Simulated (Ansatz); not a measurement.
# Tc of Au (Fm-3m) from its phonons

Aim: the phonon-mediated transition temperature of Au (Fm-3m) at ambient pressure, over a range of μ*. The cell shown first is a relaxed one, from steps not shown here.

Main program and level: Ansatz 0.2.0; DFT PBE, scalar-relativistic, plane waves, PAW.

### Step 1. The cell after earlier relaxation steps

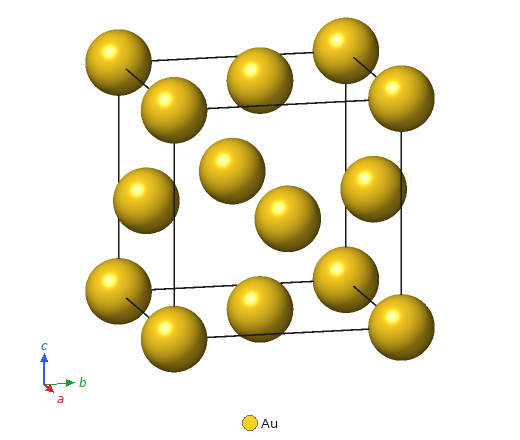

The cell as given, slightly off an axis (gold yellow). This picture shows the conventional cell, with its axes. Some periodic images of atoms are drawn too.

### Step 2. Coupling and resistivity: q 3×3×3, k 9×9×9, scattering 16×16×16

The run that gives the couplings also evaluates McMillan's and Allen and Dynes's formulas and, where asked, the Eliashberg equations, over a range of μ*.

The input, input.yaml:

```yaml
crystal:
  lattice:
    - [0.0, 2.0796649767, 2.0796649767]
    - [2.0796649767, 0.0, 2.0796649767]
    - [2.0796649767, 2.0796649767, 0.0]
  atoms:
    - { symbol: Au, position: [0.0, 0.0, 0.0] }
kpoints:
  mp_grid: { grid: [9, 9, 9] }
hamiltonian:
  xc: pbe
scf:
  occupations: { method: methfessel_paxton, width: 0.2 }
output:
  eigenvalues: true
phonons:
  method: dfpt
  qmesh: [3, 3, 3]
  temperatures: { t_max: 1000, t_step: 50 }
  qpath:
    path:
      - [[0.0, 0.0, 0.0], [0.5, 0.0, 0.5], [0.625, 0.25, 0.625]]
      - [[0.375, 0.375, 0.75], [0.0, 0.0, 0.0], [0.5, 0.5, 0.5], [0.5, 0.25, 0.75], [0.5, 0.0, 0.5]]
    npoints: 10
  electrical_resistivity:
    mesh: [16, 16, 16]
    temperatures: [20.0, 50.0, 80.0, 100.0, 150.0, 200.0, 273.0, 300.0, 400.0, 500.0, 600.0, 800.0]
  superconductivity: { mesh: [16, 16, 16] }
```

Command:

```
$ ansatz run input.yaml --threads 4 --pin off --max-ram 10240MiB --backend cpu --events-out ev --progress --plain --runs-dir out
```

Numbers of over 12 decimals in the logs are rounded to 6 here.

The log of the run:

```text
Engine: ansatz 0.2.0, aarch64-unknown-linux-gnu
Pseudopotentials: kind: paw
Pseudopotential: Au, paw, valence charge 19, recommended cutoff 420 eV (normal), Au.paw.azcp
Functional definition: PBE
  parameter kappa = 0.804
  parameter beta = 0.066725
  exchange = pbe_x(kappa = kappa, mu = beta*pi^2/3)
  correlation = pbe_c(beta = beta)
Crystal: 1 atoms, lattice volume = 17.989 Å³
Basis set: ecut = 420 eV, 339 PW (Γ), exchange–correlation on 40×40×40 points (8 copies of the dense FFT grid, shifted against one another)
Bands: 14, of which v1, the nominal top of the filled ones, is band 10 counted from 1 (9 counted from 0)
Symmetry: 48 space group operations
k-points: 35 of 729
Non-local potential: Au, projectors of the file, l = 0: 3, l = 1: 2, l = 2: 2, l = 3: 1
PAW form: soft (Blöchl's): semilocal exchange-correlation on the pseudo side does not see the compensation charge
PAW one-centre angular grid: Au, 590 points (default); XC on 64 Gauss nodes
Initial density: superposition of atomic densities (neutral atoms: chi_scale 0, normalization atom), corrected by the library's trained network
Initial wavefunctions: pseudopotential atomic-orbital guess
Functional: x = pbe(κ = 0.804, μ = 0.219515), c = pbe(β = 0.066725)
SCF iter   1: F=—  HF=-13149.351437 eV  |F-HF|=—  |Δ(HF+E_count)|=         —  Δρ=1.56e-3  dr2=1.24e-4  ethr=1.77e-3  ⟨swp⟩=4.1  Hψ=2313  notcnv=0
preconditioner: auto → none  [insulator: Δε(μ)=0.558 eV  Ē_g=15.491 eV  σ=0.200 eV  W_gap=0.61  n_scr=8 (ndim 8)  ℏωp=29.0 eV  f_vac=0.000  D(μ)=0.04/eV (n_scr^D=0)  ε∞_Penn≈4.5]
SCF iter   2: F=—  HF=-13149.351807 eV  |F-HF|=—  |Δ(HF+E_count)|=   3.70e-4  S|Δr|=    0.00e0  Δρ=8.03e-4  dr2=3.04e-5  ethr=6.53e-7  ⟨swp⟩=2.7  Hψ=1105  notcnv=0
SCF iter   3: F=—  HF=-13149.351886 eV  |F-HF|=—  |Δ(HF+E_count)|=   7.93e-5  S|Δr|=    0.00e0  Δρ=2.46e-4  dr2=1.06e-5  ethr=1.60e-7  ⟨swp⟩=2.0  Hψ=678  notcnv=0
SCF iter   4: F=—  HF=-13149.351884 eV  |F-HF|=—  |Δ(HF+E_count)|=   2.56e-6  S|Δr|=    0.00e0  Δρ=3.52e-5  dr2=1.35e-7  ethr=5.60e-8  ⟨swp⟩=2.1  Hψ=663  notcnv=0
SCF iter   5: F=—  HF=-13149.351884 eV  |F-HF|=—  |Δ(HF+E_count)|=   1.20e-7  S|Δr|=    0.00e0  Δρ=7.55e-6  dr2=3.22e-9  ethr=7.09e-10  ⟨swp⟩=2.0  Hψ=697  notcnv=0
SCF iter   6: F=—  HF=-13149.351884 eV  |F-HF|=—  |Δ(HF+E_count)|=   4.64e-9  S|Δr|=    0.00e0  Δρ=6.97e-7  dr2=8.06e-11  ethr=1.70e-11  ⟨swp⟩=2.0  Hψ=669  notcnv=0
SCF iter   7: F=—  HF=-13149.351884 eV  |F-HF|=—  |Δ(HF+E_count)|=  1.46e-11  S|Δr|=    0.00e0  Δρ=2.79e-7  dr2=1.49e-11  ethr=1.00e-12  ⟨swp⟩=5.9  Hψ=1999  notcnv=0
SCF iter   8: F=-13149.351884 eV  HF=-13149.351884 eV  |F-HF|=0.00e0  |Δ(HF+E_count)|=  7.28e-12  S|Δr|=    0.00e0  Δρ=2.34e-8  dr2=6.32e-14  ethr=1.00e-12  ⟨swp⟩=4.9  Hψ=1648  notcnv=0
SCF 1 converged in 8 iterations: F = -13149.351884 eV  dr2 = 6.32e-14
  greatest PAW one-centre occupation: 1.000 electrons in one spin orbital (limit 2), on the Au atom at site 0 (counted from 0), in its partial waves of l = 0
NSCF: frozen V_eff on 35 k-points
NSCF: frozen V_eff on 75 k-points
DFPT response loops at q = (0, 0, 0) (fractional): preconditioner auto → Kerker (q_TF=auto, 2.753 Å⁻¹) (partly filled bands, converged f_vac=0.000); β = 1.00, the filter's whole step (`scf.mixing.beta` (0.50) is not read by the response loops under this deck's `scf.mixing.preconditioner`; to damp them name `kerker` or `kerker_dos`, under which they read `scf.mixing.beta`, and type it under 1.00, their step now; both keys bind the ground state too); Broyden in place of MSR1
NSCF: frozen V_eff on 810 k-points
DFPT response loops at q = (0, 0, 0.333333) (fractional): mixed as the last ones told, above
NSCF: frozen V_eff on 450 k-points
DFPT response loops at q = (0, 0.333333, 0.333333) (fractional): mixed as the last ones told, above
NSCF: frozen V_eff on 810 k-points
DFPT response loops at q = (0, 0.333333, -0.333333) (fractional): mixed as the last ones told, above
SCF iter   1: F=—  HF=-13149.351437 eV  |F-HF|=—  |Δ(HF+E_count)|=         —  Δρ=1.56e-3  dr2=1.24e-4  ethr=1.77e-3  ⟨swp⟩=4.1  Hψ=2313  notcnv=0
SCF iter   2: F=—  HF=-13149.351807 eV  |F-HF|=—  |Δ(HF+E_count)|=   3.70e-4  S|Δr|=    0.00e0  Δρ=8.03e-4  dr2=3.04e-5  ethr=6.53e-7  ⟨swp⟩=2.7  Hψ=1105  notcnv=0
SCF iter   3: F=—  HF=-13149.351886 eV  |F-HF|=—  |Δ(HF+E_count)|=   7.93e-5  S|Δr|=    0.00e0  Δρ=2.46e-4  dr2=1.06e-5  ethr=1.60e-7  ⟨swp⟩=2.0  Hψ=678  notcnv=0
SCF iter   4: F=—  HF=-13149.351884 eV  |F-HF|=—  |Δ(HF+E_count)|=   2.56e-6  S|Δr|=    0.00e0  Δρ=3.52e-5  dr2=1.35e-7  ethr=5.60e-8  ⟨swp⟩=2.1  Hψ=663  notcnv=0
SCF iter   5: F=—  HF=-13149.351884 eV  |F-HF|=—  |Δ(HF+E_count)|=   1.20e-7  S|Δr|=    0.00e0  Δρ=7.55e-6  dr2=3.22e-9  ethr=7.09e-10  ⟨swp⟩=2.0  Hψ=697  notcnv=0
SCF iter   6: F=—  HF=-13149.351884 eV  |F-HF|=—  |Δ(HF+E_count)|=   4.64e-9  S|Δr|=    0.00e0  Δρ=6.97e-7  dr2=8.06e-11  ethr=1.70e-11  ⟨swp⟩=2.0  Hψ=669  notcnv=0
SCF iter   7: F=—  HF=-13149.351884 eV  |F-HF|=—  |Δ(HF+E_count)|=  1.46e-11  S|Δr|=    0.00e0  Δρ=2.79e-7  dr2=1.50e-11  ethr=1.00e-12  ⟨swp⟩=2.5  Hψ=985  notcnv=0
SCF iter   8: F=-13149.351884 eV  HF=-13149.351884 eV  |F-HF|=3.64e-12  |Δ(HF+E_count)|=  7.28e-12  S|Δr|=    0.00e0  Δρ=2.23e-8  dr2=5.13e-14  ethr=1.00e-12  ⟨swp⟩=2.0  Hψ=966  notcnv=0
SCF 2 converged in 8 iterations: F = -13149.351884 eV  dr2 = 5.13e-14
NSCF: frozen V_eff on 35 k-points
NSCF: frozen V_eff on 72 k-points
[...]
SCF converged after 8 iterations
Stability not checked: this state was not tested for a lower state beside it, because cold or Methfessel-Paxton smearing, or corrected tetrahedra, fill the levels in a way that the test cannot read (fill_not_monotonic; see scf.lower_state_search)
Free energy (F): -13149.351884 eV
Harris-Foulkes:  -13149.351884 eV  (|F-HF|=0.00e0)
Internal energy: -13149.352422 eV  (E = F + TS)
E sigma→0 (E₀):  -13149.352018 eV
Entropy (-TS):   0.000539 eV (0.539 meV/atom)
Fermi energy:    19.368268 eV
--- Per-component energies (eV) ---
  E_band       = -230.076808
  E_kinetic    = 604.084244
  E_local      = -1784.531273  (includes V_loc(G=0)·N_el)
  E_nonlocal   = 74.375524
  E_hartree    = 756.173771
  E_xc         = -227.653949
  E_vxc        = -274.747766  (∫ρ·V_xc dr)
  E_paw        = -9706.754087  (= ΣΔE_a)
  E_vpaw       = -361.606474  (= ΣTr[D̂ρ^β])
  E_aug_tail   = 0.001384  (compensation charges beyond the density's cutoff)
  E_ewald      = -2865.048036
  E_smearing   = 0.000539  (= −TS)
  E_closure    = -0.000000  (closes the sum)
  Σ components = -13149.351884   (vs F -13149.351884, Δ=0.00e0)
--- Band table (eV; the first three rows and the last of 35) ---
[...]
Hall coefficient in a weak field at 20 K (a third of the trace): -9.505e-11 m³/C (as a tensor it moves by 0.9 % between the two finest meshes); by each state's relaxation time: -9.269e-11 m³/C; by a constant relaxation time: -8.646e-11 m³/C
  mean free path at 50 K (of a tensor a third of its trace): 285 nm by what each carries, 262 by the Fermi surface alone
  Hall coefficient in a weak field at 50 K (a third of the trace): -8.721e-11 m³/C (as a tensor it moves by 0.6 % between the two finest meshes); by each state's relaxation time: -8.330e-11 m³/C; by a constant relaxation time: -8.646e-11 m³/C
  mean free path at 80 K (of a tensor a third of its trace): 134 nm by what each carries, 128 by the Fermi surface alone
  Hall coefficient in a weak field at 80 K (a third of the trace): -8.315e-11 m³/C (as a tensor it moves by 0.8 % between the two finest meshes); by each state's relaxation time: -8.113e-11 m³/C; by a constant relaxation time: -8.638e-11 m³/C
  mean free path at 100 K (of a tensor a third of its trace): 100 nm by what each carries, 96.2 by the Fermi surface alone
  Hall coefficient in a weak field at 100 K (a third of the trace): -8.231e-11 m³/C (as a tensor it moves by 1.2 % between the two finest meshes); by each state's relaxation time: -8.066e-11 m³/C; by a constant relaxation time: -8.632e-11 m³/C
  mean free path at 150 K (of a tensor a third of its trace): 62.6 nm by what each carries, 60.5 by the Fermi surface alone
  Hall coefficient in a weak field at 150 K (a third of the trace): -8.162e-11 m³/C (as a tensor it moves by 1.7 % between the two finest meshes); by each state's relaxation time: -8.032e-11 m³/C; by a constant relaxation time: -8.622e-11 m³/C
  mean free path at 200 K (of a tensor a third of its trace): 46.0 nm by what each carries, 44.4 by the Fermi surface alone
  Hall coefficient in a weak field at 200 K (a third of the trace): -8.146e-11 m³/C (as a tensor it moves by 1.8 % between the two finest meshes); by each state's relaxation time: -8.026e-11 m³/C; by a constant relaxation time: -8.619e-11 m³/C
  mean free path at 273 K (of a tensor a third of its trace): 33.2 nm by what each carries, 32.2 by the Fermi surface alone
  Hall coefficient in a weak field at 273 K (a third of the trace): -8.142e-11 m³/C (as a tensor it moves by 1.8 % between the two finest meshes); by each state's relaxation time: -8.026e-11 m³/C; by a constant relaxation time: -8.619e-11 m³/C
  mean free path at 300 K (of a tensor a third of its trace): 30.2 nm by what each carries, 29.2 by the Fermi surface alone
  Hall coefficient in a weak field at 300 K (a third of the trace): -8.143e-11 m³/C (as a tensor it moves by 1.8 % between the two finest meshes); by each state's relaxation time: -8.027e-11 m³/C; by a constant relaxation time: -8.620e-11 m³/C
  mean free path at 400 K (of a tensor a third of its trace): 22.5 nm by what each carries, 21.7 by the Fermi surface alone
  Hall coefficient in a weak field at 400 K (a third of the trace): -8.149e-11 m³/C (as a tensor it moves by 1.7 % between the two finest meshes); by each state's relaxation time: -8.032e-11 m³/C; by a constant relaxation time: -8.622e-11 m³/C
  mean free path at 500 K (of a tensor a third of its trace): 17.9 nm by what each carries, 17.3 by the Fermi surface alone
  Hall coefficient in a weak field at 500 K (a third of the trace): -8.160e-11 m³/C (as a tensor it moves by 1.6 % between the two finest meshes); by each state's relaxation time: -8.038e-11 m³/C; by a constant relaxation time: -8.624e-11 m³/C
  mean free path at 600 K (of a tensor a third of its trace): 14.9 nm by what each carries, 14.4 by the Fermi surface alone
  Hall coefficient in a weak field at 600 K (a third of the trace): -8.173e-11 m³/C (as a tensor it moves by 1.5 % between the two finest meshes); by each state's relaxation time: -8.044e-11 m³/C; by a constant relaxation time: -8.626e-11 m³/C
  mean free path at 800 K (of a tensor a third of its trace): 11.1 nm by what each carries, 10.8 by the Fermi surface alone
  Hall coefficient in a weak field at 800 K (a third of the trace): -8.203e-11 m³/C (as a tensor it moves by 1.4 % between the two finest meshes); by each state's relaxation time: -8.058e-11 m³/C; by a constant relaxation time: -8.629e-11 m³/C
  the resistivity times a path that all electrons share, by the Fermi surface of the deck's mesh alone (a third of the trace): 8.691e-16 Ω·m²
  not converged in the mesh (λ; λ_tr; the resistivity at 20 K by 8.35 %; the resistivity at 50 K by 3.58 %; the resistivity at 80 K by 2.69 %; the resistivity at 100 K by 2.48 %; the resistivity at 150 K by 2.27 %; the resistivity at 200 K by 2.18 %; the resistivity at 273 K by 2.08 %; the resistivity at 300 K by 2.05 %): between neighbouring meshes, the two finest first, λ moves by 4.23 % and 13.74 %, λ_tr by 7.30 % and 19.86 % and the resistivity by up to 8.35 % and 4.84 %; an estimate, no bound, puts it up to 5.0e-7 % above the Boltzmann equation's exact value after up to 5 iterations (at most 30 are made, fewer where the estimate is under 1.0e-6 % of each spin channel's own resistivity)
  vibrations of 27 cells: unjudged by the run; compare a larger repeat
  the changes of the potential over all sites missed a rigid shift's by 0.00 % (the site terms' by 0.11 %)
  at the force constants' own smearing the fine mesh and the k-points of their solves give squared frequencies that differ by 4.3 % of the larger at the most, at (0, 0.3333, -0.3333)
--- Superconductivity: potentials and phonons of a 3×3×3 supercell ---
           mesh         λ    ħω_log (meV)  μ* declared at (meV)
       16×16×16    0.1990           8.160                9.673
          8×8×8    0.2074           8.132                9.555
          4×4×4    0.2359           7.992                9.386
  λ by the species' shares of the modes' patterns: Au 0.1990
  with the Fermi level up to 16.9 meV (the hardest mode) off, states and modes as they are: density of states 0.1467 to 0.1468 /eV of one spin and cell, λ 0.1981 to 0.2000
  transition temperature on the deck's mesh (K), isotropic and anisotropic, restricted to the Fermi surface (FSR) and over the full bandwidth (FBW), and the last with the density of states resolved in a narrower window:
        μ*   McMillan   Allen–Dynes      iso. FSR      iso. FBW    aniso. FSR    aniso. FBW  narrow window
      0.08      0.001         0.001    none_found    none_found    none_found    none_found     none_found
      0.10      0.000         0.000    none_found    none_found    none_found    none_found     none_found
      0.12      0.000         0.000    none_found    none_found    none_found    none_found     none_found
      0.13      0.000         0.000    none_found    none_found    none_found    none_found     none_found
      0.14      0.000         0.000    none_found    none_found    none_found    none_found     none_found
      0.16      0.000         0.000    none_found    none_found    none_found    none_found     none_found
      0.20          -             -    none_found    none_found    none_found    none_found     none_found
  none_found: no transition down to 0.1 K
  isotope coefficients −∂ln Tc/∂ln M under μ* = 0.13, the force constants as they are, of the isotropic transitions restricted to the Fermi surface and over the full bandwidth: Au - and -
  not converged in the mesh (λ): between neighbouring meshes, the two finest first, λ moves by 4.23 % and 13.74 % and the anisotropic transition temperature over the full bandwidth at μ* = 0.13 by nothing (neither mesh has one) and nothing (neither mesh has one); converged means that the two finest part by at most 2.00 % and 5.00 %
  vibrations of 27 cells: unjudged by the run; compare a larger repeat
  the changes of the potential over all sites missed a rigid shift's by 0.00 % (the site terms' by 0.11 %)
  at the force constants' own smearing the fine mesh and the k-points of their solves give squared frequencies that differ by 4.3 % of the larger at the most, at (0, 0.3333, -0.3333)
```

Elapsed: 45 s, on 4 threads of Arm Neoverse V2, shared host; peak memory 2.2 GiB.

This step gave:

| Item | Value |
| --- | --- |
| volume per atom | 17.99 Å³ |
| metallic on mesh | yes |
| gap on the k-mesh | 0 eV |
| zero point energy | 0.01511 eV/cell |
| share of imaginary modes in the plain interpolation between solved wavevectors | 0 |
| highest frequency, solved or plainly interpolated | 135 cm⁻¹ |
| Debye temperature (second moment) | 160 K |
| resistivity at 300 K | 2.978 μΩ cm |
| coupling constant λ | 0.199 |
| density of states at the Fermi level | 0.1467 states/eV a spin and cell |
| log mean phonon energy ħω_log | 8.16 meV |
| transport coupling constant λ_tr | 0.1985, 0.1985, 0.1985 (xx, yy, zz) |
| Drude plasma energy | 8.709, 8.709, 8.709 eV (xx, yy, zz) |
| resistivity times mean free path | 8.691, 8.691, 8.691 × 10⁻¹⁶ Ω m² (xx, yy, zz) |
| second-moment phonon energy ħω₂ | 9.673 meV |
| coupling λ by branch | 0.0743, 0.0834, 0.0414 (branches by rank of frequency) |

An empty cell: under 1 mK by a formula, or no transition down to the floor of the Eliashberg search. Transition temperatures:

| μ* | McMillan Tc (K) | Allen–Dynes Tc (K) |
| --- | --- | --- |
| 0.08 | - | - |
| 0.1 | - | - |
| 0.12 | - | - |
| 0.13 | - | - |
| 0.14 | - | - |
| 0.16 | - | - |
| 0.2 | - | - |

[end of part 1 of 2]

[Logs are printed without paths, hosts, clocks, repeated set-up lines and the standing remarks that a program may print on its own settings, such as how far it seeks lower states.]

[Hosts, paths, dates, database ids (printed as entryN), source tags and the programs' standing remarks are cut or masked in the printed files.]
